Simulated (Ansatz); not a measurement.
# ZnB2S4: complex band structure

Wanted: the relaxed cell of ZnB2S4, its band edges and its decay constants. It is built by putting B for Ga in the ZnGa2S4 structure of space group I-4, with the volume rescaled by atomic radii. The parent structure comes from the Materials Project.

Calculated with Ansatz 0.2.0; r2SCAN DFT, plane waves, PAW files, in the first sound run; inputs show where later runs differ.

The structure was built from a prototype and need not be the compound's stable phase.

### 1. Starting point

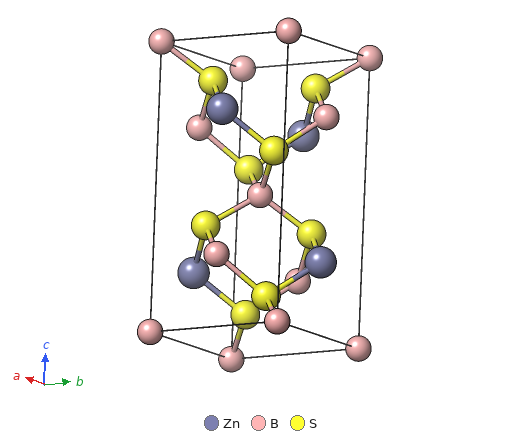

Start, viewed from a free direction; zinc blue, boron pink, sulfur yellow. This picture shows the conventional cell, with its axes. Bonds to atoms that aren't drawn are left out. Some periodic images of atoms are drawn too.

### 2. Relaxing the new crystal

The substituted atoms don't fit the parent's cell, so cell and atoms relax together. A small smearing keeps the run stable in case the gap closes on the way.

input.yaml reads:

```yaml
crystal:
  lattice:
    - [-2.5009227095, 2.5009227095, 4.9064393274]
    - [2.5009227095, -2.5009227095, 4.9064393274]
    - [2.5009227095, 2.5009227095, -4.9064393274]
  atoms:
    - { symbol: Zn, position: [0.25, 0.75, 0.5] }
    - { symbol: B, position: [0.0, 0.0, 0.0] }
    - { symbol: B, position: [0.75, 0.25, 0.5] }
    - { symbol: S, position: [0.37901346, 0.37046932, 0.50967432] }
    - { symbol: S, position: [0.62953068, 0.139205, 0.00854414] }
    - { symbol: S, position: [0.860795, 0.86933914, 0.49032568] }
    - { symbol: S, position: [0.13066086, 0.62098654, 0.99145586] }
kpoints:
  mp_grid: { grid: [6, 6, 6] }
scf:
  occupations: { method: gaussian, width: 0.03 }
hamiltonian:
  xc: r2scan
output:
  forces: true
  stress: true
relax:
  f_tol: 0.02
  max_steps: 60
  cell: {}
```

On the command line:

```bash
> ansatz run input.yaml --threads 2 --pin off --max-ram 4096MiB --backend cpu --events-out ev --progress --plain --runs-dir out
```

Numbers of over 12 decimals in the logs are rounded to 6 here.

Log:

```text
Engine: ansatz 0.2.0, x86_64-unknown-linux-gnu
Pseudopotentials: kind: paw
Pseudopotential: Zn, paw, valence charge 12, recommended cutoff 500 eV (meta_gga), Zn.paw.azcp
Pseudopotential: B, paw, valence charge 3, recommended cutoff 500 eV (meta_gga), B.paw.azcp
Pseudopotential: S, paw, valence charge 6, recommended cutoff 500 eV (meta_gga), S.paw.azcp
Functional definition: r2SCAN
  parameter k0 = 0.174
  parameter k1 = 0.065
  parameter a1 = 4.9479
  exchange = r2scan_x(k0 = k0, k1 = k1, a1 = a1)
  correlation = r2scan_c
Crystal: 7 atoms, lattice volume = 122.752 Å³
Basis set: ecut = 500 eV, 3057 PW (Γ), exchange–correlation on 180×180×180 points (64 copies of the dense FFT grid, shifted against one another)
Bands: 28, of which v1, the nominal top of the filled ones, is band 21 counted from 1 (20 counted from 0)
Symmetry: 4 space group operations
Space group: I-4 (ITA 82), of the structure as read, at distance tolerance 5.0e-5 Å
k-points: 36 of 216 (time reversal used)
Non-local potential: Zn, projectors of the file, l = 0: 2, l = 1: 2, l = 2: 3, l = 3: 1
Non-local potential: B, projectors of the file, l = 0: 2, l = 1: 2, l = 2: 1
Non-local potential: S, projectors of the file, l = 0: 2, l = 1: 2, l = 2: 2
PAW form: soft (Blöchl's): semilocal exchange-correlation on the pseudo side does not see the compensation charge
PAW frozen core: Zn, regenerated for the run's functional (the file was generated under x = pbe(κ = 0.804, μ = 0.219515), c = pbe(β = 0.066725))
PAW frozen core: B, regenerated for the run's functional (the file was generated under x = pbe(κ = 0.804, μ = 0.219515), c = pbe(β = 0.066725))
PAW frozen core: S, regenerated for the run's functional (the file was generated under x = pbe(κ = 0.804, μ = 0.219515), c = pbe(β = 0.066725))
PAW one-centre angular grid: Zn, 590 points (default); XC on 261 of its mesh's 2673 points in the sphere
PAW one-centre angular grid: B, 302 points (default); XC on 160 Gauss nodes
PAW one-centre angular grid: S, 302 points (default); XC on 160 Gauss nodes
Initial density: superposition of atomic densities (neutral atoms: chi_scale 0, normalization atom), corrected by the library's trained network
Initial wavefunctions: pseudopotential atomic-orbital guess
Functional: x = r2scan, c = r2scan; τ floored in thin density (d = 2e-4 eV/Å³)
SCF iter   1: F=—  HF=-7263.806232 eV  |F-HF|=—  |Δ(HF+E_count)|=         —  Δρ=1.08e-2  dr2=1.07e-1  dr2_τ=8.43e-2  ethr=1.77e-3  ⟨swp⟩=6.7  Hψ=5082  notcnv=0  defer=1
preconditioner: auto → Resta (q_TF=auto, 2.282 Å⁻¹)  ε∞=5.1  [insulator: Δε(μ)=2.711 eV  Ē_g=10.738 eV  σ=0.030 eV  W_gap=1.00  n_scr=22 (ndim 8)  ℏωp=21.7 eV  f_vac=0.000  D(μ)=0.00/eV (n_scr^D=0)  ε∞_Penn≈5.1]
SCF iter   2: F=—  HF=-7263.836808 eV  |F-HF|=—  |Δ(HF+E_count)|=   3.06e-2  Δρ=3.40e-3  dr2=1.18e-2  dr2_τ=4.06e-4  ethr=2.56e-4  ⟨swp⟩=2.1  Hψ=2085  notcnv=0  defer=71
SCF iter   3: F=—  HF=-7263.832274 eV  |F-HF|=—  |Δ(HF+E_count)|=   4.53e-3  Δρ=2.77e-3  dr2=5.90e-3  dr2_τ=7.10e-5  ethr=2.82e-5  ⟨swp⟩=2.0  Hψ=1728  notcnv=0  defer=35
automatic band count: iteration 3 solves 27 bands in place of 28: the levels show a gap, and the empty bands left out lie too high to hold charge; the band table lists the bands solved (type scf.n_extra_bands for more)
SCF iter   4: F=—  HF=-7263.831202 eV  |F-HF|=—  |Δ(HF+E_count)|=   1.07e-3  Δρ=4.27e-4  dr2=2.17e-4  dr2_τ=6.34e-6  ethr=1.40e-5  ⟨swp⟩=2.0  Hψ=1689  notcnv=0  defer=35
SCF iter   5: F=—  HF=-7263.831226 eV  |F-HF|=—  |Δ(HF+E_count)|=   2.36e-5  Δρ=1.14e-4  dr2=2.12e-5  dr2_τ=3.56e-7  ethr=5.17e-7  ⟨swp⟩=2.6  Hψ=2041  notcnv=0  defer=35
SCF iter   6: F=—  HF=-7263.831278 eV  |F-HF|=—  |Δ(HF+E_count)|=   5.19e-5  Δρ=3.87e-5  dr2=2.69e-6  dr2_τ=3.40e-7  ethr=5.04e-8  ⟨swp⟩=2.5  Hψ=1600  notcnv=0  defer=14
automatic band count: iteration 6 solves 26 bands in place of 27: the levels show a gap, and the empty bands left out lie too high to hold charge; the band table lists the bands solved (type scf.n_extra_bands for more)
SCF iter   7: F=—  HF=-7263.831277 eV  |F-HF|=—  |Δ(HF+E_count)|=   3.11e-7  Δρ=1.25e-5  dr2=1.80e-7  dr2_τ=4.49e-9  ethr=6.41e-9  ⟨swp⟩=2.1  Hψ=1525  notcnv=0  defer=14
SCF iter   8: F=-7263.831278 eV  HF=-7263.831278 eV  |F-HF|=3.41e-9  |Δ(HF+E_count)|=   9.86e-8  Δρ=2.71e-6  dr2=1.23e-8  dr2_τ=4.96e-10  ethr=2.38e-10  ⟨swp⟩=4.9  Hψ=3431  notcnv=0
SCF 1 converged in 8 iterations: F = -7263.831278 eV  dr2 = 1.23e-8
  greatest PAW one-centre occupation: 0.982 electrons in one spin orbital (limit 2), on the Zn atom at site 0 (counted from 0), in its partial waves of l = 2
relax step   1: F+E_penalty+E_count = -7263.83127753 eV  Δ(F+E_penalty+E_count) = +0.000e0 eV  max|allowed force component| = 3.127e0 eV/Å  Δτ_max = 0.0000 Å  P = -10.888 GPa  Ω = 122.752 Å³  (8 SCF iters, dr2 threshold 1.00e-7 eV, accepted)
Crystal: 7 atoms, lattice volume = 109.778 Å³
Basis set: ecut = 500 eV, 2777 PW (Γ), exchange–correlation on 180×180×180 points (64 copies of the dense FFT grid, shifted against one another)
Initial density: handed on by an earlier stage of this run
Initial wavefunctions: those handed on with the density
iter 1 solved again at ethr=9.29e-4 eV; its pass at ethr=3.10e-3 eV (dr2=3.90e-1 eV) is discarded
SCF iter   1: F=—  HF=-7265.949232 eV  |F-HF|=—  |Δ(HF+E_count)|=         —  Δρ=1.87e-2  dr2=3.89e-1  dr2_τ=4.83e-1  ethr=9.29e-4  ⟨swp⟩=1.0  Hψ=6502  notcnv=0
automatic band count: iteration 1 solves 26 bands in place of 28: the levels show a gap, and the empty bands left out lie too high to hold charge; the band table lists the bands solved (type scf.n_extra_bands for more)
preconditioner: auto → Resta (q_TF=auto, 2.325 Å⁻¹)  ε∞=5.4  [insulator: Δε(μ)=3.038 eV  Ē_g=10.918 eV  σ=0.030 eV  W_gap=1.00  n_scr=22 (ndim 8)  ℏωp=23.0 eV  f_vac=0.000  D(μ)=0.00/eV (n_scr^D=0)  ε∞_Penn≈5.4]
SCF iter   2: F=—  HF=-7265.925407 eV  |F-HF|=—  |Δ(HF+E_count)|=   2.38e-2  Δρ=9.39e-3  dr2=8.57e-2  dr2_τ=1.27e-3  ethr=9.26e-4  ⟨swp⟩=3.1  Hψ=1882  notcnv=0
SCF iter   3: F=—  HF=-7265.920258 eV  |F-HF|=—  |Δ(HF+E_count)|=   5.15e-3  Δρ=2.58e-3  dr2=5.39e-3  dr2_τ=3.68e-4  ethr=2.04e-4  ⟨swp⟩=4.0  Hψ=2039  notcnv=0
SCF iter   4: F=—  HF=-7265.920305 eV  |F-HF|=—  |Δ(HF+E_count)|=   4.78e-5  Δρ=1.74e-3  dr2=1.81e-3  dr2_τ=3.83e-5  ethr=1.28e-5  ⟨swp⟩=2.1  Hψ=1970  notcnv=0  defer=35
SCF iter   5: F=—  HF=-7265.919475 eV  |F-HF|=—  |Δ(HF+E_count)|=   8.30e-4  Δρ=4.07e-4  dr2=1.31e-4  dr2_τ=3.33e-6  ethr=4.30e-6  ⟨swp⟩=2.0  Hψ=1612  notcnv=0  defer=35
[...]
automatic band count: iteration 1 solves 25 bands in place of 28: the levels show a gap, and the empty bands left out lie too high to hold charge; the band table lists the bands solved (type scf.n_extra_bands for more)
preconditioner: auto → Resta (q_TF=auto, 2.331 Å⁻¹)  ε∞=5.5  [insulator: Δε(μ)=3.126 eV  Ē_g=10.970 eV  σ=0.030 eV  W_gap=1.00  n_scr=22 (ndim 8)  ℏωp=23.2 eV  f_vac=0.000  D(μ)=0.00/eV (n_scr^D=0)  ε∞_Penn≈5.5]
SCF iter   2: F=—  HF=-7266.173483 eV  |F-HF|=—  |Δ(HF+E_count)|=   1.22e-1  Δρ=6.21e-3  dr2=2.91e-2  dr2_τ=4.24e-4  ethr=2.95e-4  ⟨swp⟩=3.1  Hψ=1855  notcnv=0
SCF iter   3: F=—  HF=-7266.175109 eV  |F-HF|=—  |Δ(HF+E_count)|=   1.63e-3  Δρ=1.04e-3  dr2=8.57e-4  dr2_τ=6.22e-5  ethr=6.92e-5  ⟨swp⟩=3.9  Hψ=1878  notcnv=0
SCF iter   4: F=—  HF=-7266.175642 eV  |F-HF|=—  |Δ(HF+E_count)|=   5.33e-4  Δρ=5.90e-4  dr2=2.17e-4  dr2_τ=2.46e-6  ethr=2.04e-6  ⟨swp⟩=3.0  Hψ=2328  notcnv=0
SCF iter   5: F=—  HF=-7266.175589 eV  |F-HF|=—  |Δ(HF+E_count)|=   5.30e-5  Δρ=1.65e-4  dr2=1.81e-5  dr2_τ=6.71e-7  ethr=5.17e-7  ⟨swp⟩=3.1  Hψ=1779  notcnv=0
SCF iter   6: F=—  HF=-7266.175604 eV  |F-HF|=—  |Δ(HF+E_count)|=   1.50e-5  Δρ=3.19e-5  dr2=8.91e-7  dr2_τ=5.04e-8  ethr=4.31e-8  ⟨swp⟩=3.1  Hψ=2318  notcnv=0
SCF iter   7: F=-7266.175605 eV  HF=-7266.175605 eV  |F-HF|=3.71e-8  |Δ(HF+E_count)|=   6.91e-7  Δρ=8.96e-6  dr2=7.62e-8  dr2_τ=2.53e-9  ethr=1.67e-9  ⟨swp⟩=6.0  Hψ=4668  notcnv=0
SCF 3 converged in 7 iterations: F = -7266.175605 eV  dr2 = 7.62e-8
  greatest PAW one-centre occupation: 0.983 electrons in one spin orbital (limit 2), on the Zn atom at site 0 (counted from 0), in its partial waves of l = 2
relax step   3: F+E_penalty+E_count = -7266.17560505 eV  Δ(F+E_penalty+E_count) = -2.560e-1 eV  max|allowed force component| = 3.470e-1 eV/Å  Δτ_max = 0.1171 Å  P = +2.743 GPa  Ω = 107.853 Å³  energy of the carried Pulay correction = +2.426e-3 eV  (7 SCF iters, dr2 threshold 7.00e-7 eV, accepted)
[...]
relax step   4: F+E_penalty+E_count = -7266.22597675 eV  Δ(F+E_penalty+E_count) = -5.037e-2 eV  max|allowed force component| = 1.240e-2 eV/Å  Δτ_max = 0.0202 Å  P = +0.419 GPa  Ω = 109.300 Å³  energy of the carried Pulay correction = +2.177e-3 eV  (6 SCF iters, dr2 threshold 7.00e-7 eV, accepted)
[...]
relax step   5: F+E_penalty+E_count = -7266.22920844 eV  Δ(F+E_penalty+E_count) = -3.232e-3 eV  max|allowed force component| = 2.717e-3 eV/Å  Δτ_max = 0.0066 Å  P = -0.052 GPa  Ω = 109.916 Å³  energy of the carried Pulay correction = +2.072e-3 eV  (6 SCF iters, dr2 threshold 7.00e-7 eV, accepted)
[...]
relax step   6: F+E_penalty+E_count = -7266.22931974 eV  Δ(F+E_penalty+E_count) = -1.113e-4 eV  max|allowed force component| = 3.106e-3 eV/Å  Δτ_max = 0.0009 Å  P = +0.041 GPa  Ω = 109.797 Å³  energy of the carried Pulay correction = +2.092e-3 eV  (4 SCF iters, dr2 threshold 5.85e-8 eV, accepted)
[...]
relax step   7: F+E_penalty+E_count = -7266.22931547 eV  Δ(F+E_penalty+E_count) = +4.268e-6 eV  max|allowed force component| = 6.228e-3 eV/Å  Δτ_max = 0.0015 Å  P = +0.013 GPa  Ω = 109.880 Å³  energy of the carried Pulay correction = +2.078e-3 eV  (6 SCF iters, dr2 threshold 1.10e-8 eV, accepted)
Initial wavefunctions: pseudopotential atomic-orbital guess (no wavefunctions were taken with the density)
iter 1 solved again at ethr=5.63e-7 eV; its pass at ethr=3.10e-3 eV (dr2=2.36e-4 eV) is discarded
SCF iter   1: F=—  HF=-7266.227963 eV  |F-HF|=—  |Δ(HF+E_count)|=         —  Δρ=9.75e-5  dr2=1.11e-6  dr2_τ=3.22e-6  ethr=5.63e-7  ⟨swp⟩=3.0  Hψ=8020  notcnv=0
preconditioner: auto → Resta (q_TF=auto, 2.324 Å⁻¹)  ε∞=4.9  [insulator: Δε(μ)=3.098 eV  Ē_g=11.618 eV  σ=0.030 eV  W_gap=1.00  n_scr=22 (ndim 8)  ℏωp=23.0 eV  f_vac=0.000  D(μ)=0.00/eV (n_scr^D=0)  ε∞_Penn≈4.9]
SCF iter   2: F=—  HF=-7266.228045 eV  |F-HF|=—  |Δ(HF+E_count)|=   8.20e-5  Δρ=6.21e-5  dr2=1.05e-6  dr2_τ=4.59e-7  ethr=2.65e-9  ⟨swp⟩=2.0  Hψ=1625  notcnv=0
SCF iter   3: F=—  HF=-7266.228048 eV  |F-HF|=—  |Δ(HF+E_count)|=   3.14e-6  Δρ=1.59e-5  dr2=6.29e-8  dr2_τ=3.25e-8  ethr=2.51e-9  ⟨swp⟩=2.0  Hψ=1572  notcnv=0
SCF iter   4: F=—  HF=-7266.228048 eV  |F-HF|=—  |Δ(HF+E_count)|=   7.84e-8  Δρ=1.76e-6  dr2=1.05e-9  dr2_τ=1.79e-10  ethr=1.50e-10  ⟨swp⟩=2.0  Hψ=1743  notcnv=0
SCF iter   5: F=—  HF=-7266.228048 eV  |F-HF|=—  |Δ(HF+E_count)|=   7.25e-9  Δρ=7.91e-7  dr2=1.79e-10  dr2_τ=8.68e-11  ethr=2.49e-12  ⟨swp⟩=2.0  Hψ=1749  notcnv=0
SCF iter   6: F=-7266.228048 eV  HF=-7266.228048 eV  |F-HF|=4.18e-11  |Δ(HF+E_count)|=  5.64e-10  Δρ=1.93e-7  dr2=1.09e-11  dr2_τ=6.28e-12  ethr=1.00e-12  ⟨swp⟩=5.0  Hψ=3957  notcnv=0
SCF 8 converged in 6 iterations: F = -7266.228048 eV  dr2 = 1.09e-11
relax step   8: F+E_penalty+E_count = -7266.22804834 eV  Δ(F+E_penalty+E_count) = +1.267e-3 eV  max|allowed force component| = 6.121e-3 eV/Å  Δτ_max = 0.0000 Å  P = +0.005 GPa  Ω = 109.880 Å³  stress off target by 1.27e-2 GPa  SCF on the basis re-selected at this cell (its energy is not comparable with the rows above)  (6 SCF iters)
basis re-selected at this cell: Δ(F+E_penalty+E_count) = +1.267e-3 eV, ΔP = -0.008 GPa vs the last step (what re-selecting the basis moved, of the pressure what is left beyond the Pulay correction that the steps carried, after the strain that the cell walked since its last selection, with what the two solves' SCF thresholds leave and, on support functions, any second-order correction that the steps lacked; it is no m [...]
SCF converged after 6 iterations
Free energy (F): -7266.228048 eV
Harris-Foulkes:  -7266.228048 eV  (|F-HF|=4.18e-11)
Internal energy: -7266.228048 eV  (E = F + TS)
E sigma→0 (E₀):  -7266.228048 eV
Fermi energy:    7.675247 eV
--- Per-component energies (eV) ---
  E_band       = 1.427154
  E_kinetic    = 653.692990
  E_local      = -2533.338617  (includes V_loc(G=0)·N_el)
  E_nonlocal   = 753.045359
  E_hartree    = 1026.700768
  E_xc         = -553.629267
  E_vxc        = -514.247981  (∫ρ·V_xc dr)
  E_paw        = -4447.693266  (= ΣΔE_a)
  E_vpaw       = -435.772787  (= ΣTr[D̂ρ^β])
  E_aug_tail   = -0.000051  (compensation charges beyond the density's cutoff)
  E_vtau       = 24.646757  (kinetic-family band-sum trace: ∫τ·v_τ [+ j·A + Jᵃ·Aᵃ] dr)
  E_ewald      = -2164.347394
  E_core_change = -0.658570  (= ΣΔE_core)
  E_smearing   = -0.000000  (= −TS)
  E_closure    = -0.000000  (closes the sum)
  Σ components = -7266.228048   (vs F -7266.228048, Δ=0.00e0)
--- Forces (eV/Å), atoms counted from 1 ---
  atom   1  Zn     0.00000000    -0.00000000    -0.00000000
  atom   2  B      0.00000000    -0.00000000     0.00000000
  atom   3  B      0.00000000     0.00000000    -0.00000000
  atom   4  S      0.00612132     0.00209637    -0.00262822
  atom   5  S      0.00209637    -0.00612132     0.00262822
  atom   6  S     -0.00612132    -0.00209637    -0.00262822
  atom   7  S     -0.00209637     0.00612132     0.00262822
  max |Σ_I F_I| component: 2.43e-17 eV/Å
--- Stress (GPa, compression-positive) ---
        0.012676      -0.000000      -0.000000
        0.000000       0.012676       0.000000
       -0.000000       0.000000      -0.010344
  P = ⅓ Tr σ = 0.0050 GPa (0.050 kbar)
--- Relaxed structure (7 steps of the walk, 7 accepted, 1 SCFs on fresh bases) ---
  F+E_penalty+E_count = -7266.22804834 eV   max|allowed force component| = 6.121e-3 eV/Å   (the final SCF, on the basis selected at the relaxed cell)
  cell:  # Å, volume = 109.8797 Å³
    - [-2.518439, 2.518439, 4.331062]
    - [2.518439, -2.518439, 4.331062]
    - [2.518439, 2.518439, -4.331062]
  atoms:
    - { symbol: Zn, position: [0.25, 0.75, 0.500000] }
    - { symbol: B, position: [0, -8.035919928064221e-19, -8.283345069806986e-19] }
    - { symbol: B, position: [0.75, 0.25, 0.500000] }
    - { symbol: S, position: [0.378331, 0.314401, 0.459915] }
    - { symbol: S, position: [0.685599, 0.145514, 0.063930] }
    - { symbol: S, position: [0.854486, 0.918416, 0.540085] }
    - { symbol: S, position: [0.081584, 0.621669, 0.936070] }
```

Run time: 33 s. Hardware: 2 threads of AMD EPYC 9R45, shared host; peak memory 0.86 GiB; 65 s of CPU time.

Step by step:

| step | energy less that of the first step (eV) | largest force component (eV/Å) | pressure (GPa) | volume (Å³) |
| --- | --- | --- | --- | --- |
| 1 | 0.0000 | 3.1274 | -10.89 | 122.75 |
| 2 | -2.0883 | 0.9236 | -2.88 | 109.78 |
| 3 | -2.3443 | 0.3470 | 2.74 | 107.85 |
| 4 | -2.3947 | 0.0124 | 0.42 | 109.30 |
| 5 | -2.3979 | 0.0027 | -0.05 | 109.92 |
| 6 | -2.3980 | 0.0031 | 0.04 | 109.80 |
| 7 | -2.3980 | 0.0062 | 0.01 | 109.88 |
| 8* | -2.3968 | 0.0061 | 0.01 | 109.88 |

Relaxation steps marked * repeat the geometry before them on a plane-wave basis chosen anew for their cell, so energy and pressure can jump there.

The run keeps the 4 symmetry operations that it works with, so distortions that break them were not tested.

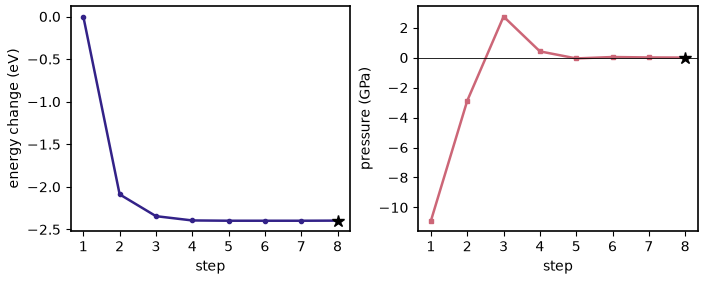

Energy and pressure along the relaxation. Stars mark steps on a basis chosen anew.

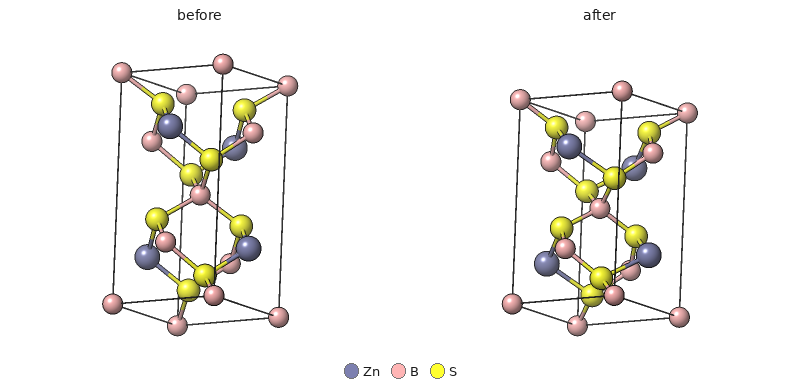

The structure before and after the relaxation, drawn at the same scale. Bonds to atoms that aren't drawn are left out.

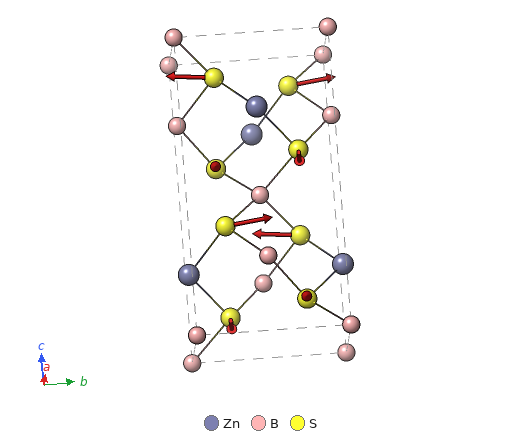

Displacements in the relaxation, exaggerated, measured against the changing cell; the longest in the cell stands for 0.27 Å. Bonds to atoms that aren't drawn are left out. Some periodic images of atoms are drawn too.

| conventional cell, symmetrised | before | after | change |
| --- | --- | --- | --- |
| a (Å) | 5.002 | 5.037 | +0.7 % |
| b (Å) | 5.002 | 5.037 | +0.7 % |
| c (Å) | 9.813 | 8.662 | -11.7 % |
| volume (Å³/atom) | 17.54 | 15.70 | -10.5 % |

The atoms that moved most (Å, as changes of fractional coordinates times the final cell):

| atom | dx | dy | dz | length |
| --- | --- | --- | --- | --- |
| S4 | -0.265 | 0.014 | -0.030 | 0.267 |
| S7 | -0.014 | -0.265 | 0.030 | 0.267 |
| S5 | 0.014 | 0.265 | 0.030 | 0.267 |
| S6 | 0.265 | -0.014 | -0.030 | 0.267 |

This step gave:

```yaml
free_energy: -7266.2280 eV
fermi_energy: 7.675 eV
pressure: 0.005003 GPa
```

The largest force component on a free atom ends at 0.0061 eV/Å.

(Continued in part 2 of 2.)

[Logs are printed without paths, hosts, clocks, repeated set-up lines and the standing remarks that a program may print on its own settings, such as how far it seeks lower states.]

[Hosts, paths, dates, database ids (printed as entryN), source tags and the programs' standing remarks are cut or masked in the printed files.]
